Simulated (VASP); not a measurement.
Shape and ions are relaxed at each volume.

Energy against volume of WSi$_{2}$ (MoSi2 type). Level of theory: PBE GGA with D3 dispersion (Becke-Johnson damping), VASP's PBE PAW potentials (set 64) (plane waves; VASP).

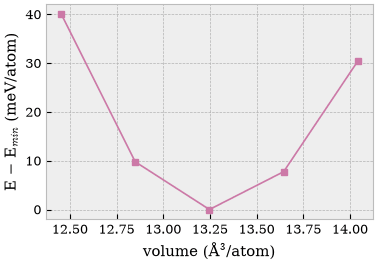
Fig. 1. Energy against volume

### Question
Estimate the equilibrium volume and the bulk modulus.

### Answer
The minimum lies near 13.3 Å³/atom, and the curvature gives B0 of about 230 GPa.

The compound is WSi2 in the MoSi2 type structure. It was relaxed first.
